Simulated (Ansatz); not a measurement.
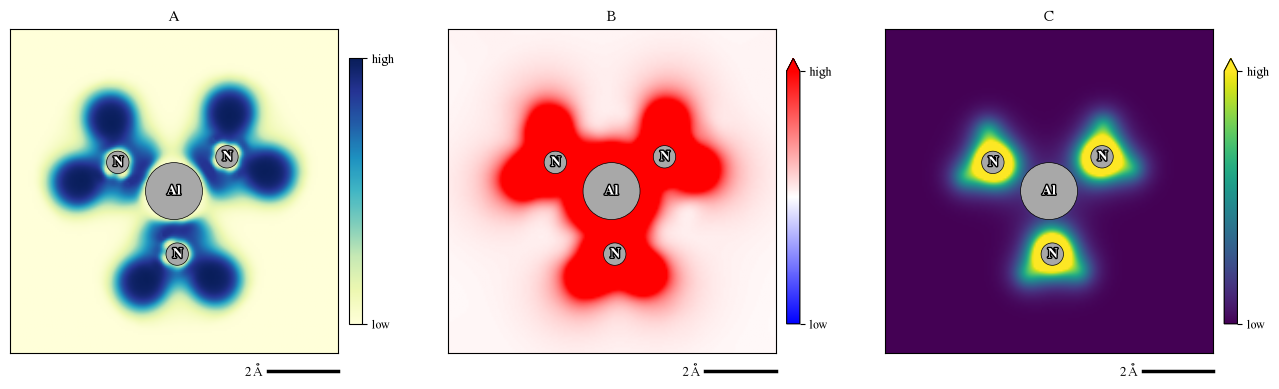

AlH6N3: 3 fields on the plane of atoms N2, Al1 and N5, with unlabelled colour scales. Grey discs cover the atomic cores.

The calculation used RKS r2SCAN-D4/6-31G in Ansatz 0.2.0.

Which field does each panel show? The fields are: electron density, electron localisation function and electrostatic potential.

Answer. Panel A: electron localisation function. Panel B: electrostatic potential (strongly positive close to the atoms and fading to about zero outside). Panel C: electron density. From the grid: Al–N (1.80 Å): ρ at the midpoint is about 0.69 e/Å³; the ELF peaks at about 0.90 in the valence shell of N, 0.7 Å from its nucleus, and is about 0.40 at the midpoint.
